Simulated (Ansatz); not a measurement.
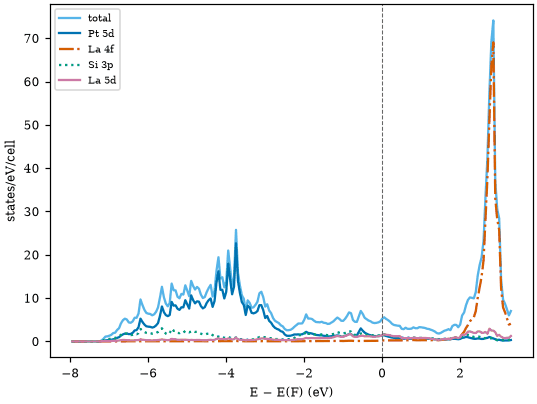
Total and projected density of states of LaSi$_{2}$Pt$_{2}$ in space group P4/nmm (No. 129; Pearson symbol tP10), the program Ansatz at the r²SCAN level (PAW)

### Question
Which orbitals carry the states next to the Fermi level?

### Answer
Within 0.5 eV of the Fermi level: Si 3p 30 %, Pt 5d 28 %, La 5d 27 %, outside the projected shells 5 %. Projections are on Löwdin-orthogonalised atomic valence shells; empty p or d shells of many metals are not among them.

### Question
Where is the tallest occupied peak in this window, and what makes it?

### Answer
Near -3.8 eV, about 26 states/eV per cell; the largest projected share is Pt 5d.

The first step of the workflow began from a Materials Project structure, measured or hypothetical; the Crystallography Open Database copy checked does not list it. COD files the formula under space group No. 139. Whether it is the stable phase at ambient conditions was not checked. The cell was relaxed with r²SCAN under the symmetry of its start; whether a distortion lowers the energy is not shown. No spin polarisation was allowed. Spin–orbit coupling is left out wherever it is not named.

Potentials: the later of the program's two PAW sets.
